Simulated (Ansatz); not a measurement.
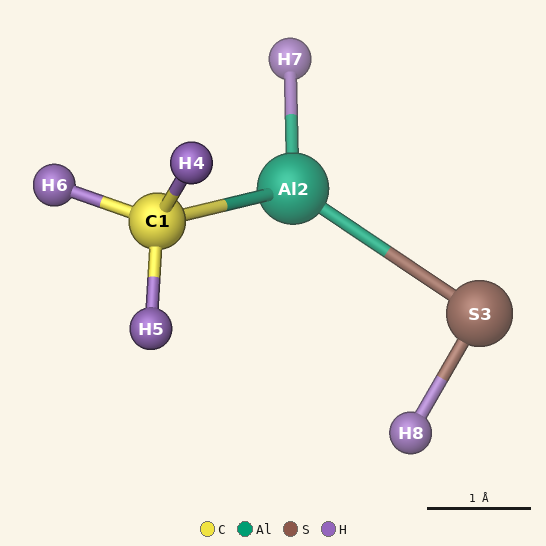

Source: calculation with Ansatz.

Orthographic view. Distant atoms are faded towards the background colour. Geometry: relaxed with PBE0-D4/def2-TZVP with one coordinate held away from its value at the minimum.

List the bonded neighbours of every atom.

C1: Al2, H4, H5, H6
Al2: C1, S3, H7
S3: Al2, H8
H4: C1
H5: C1
H6: C1
H7: Al2
H8: S3
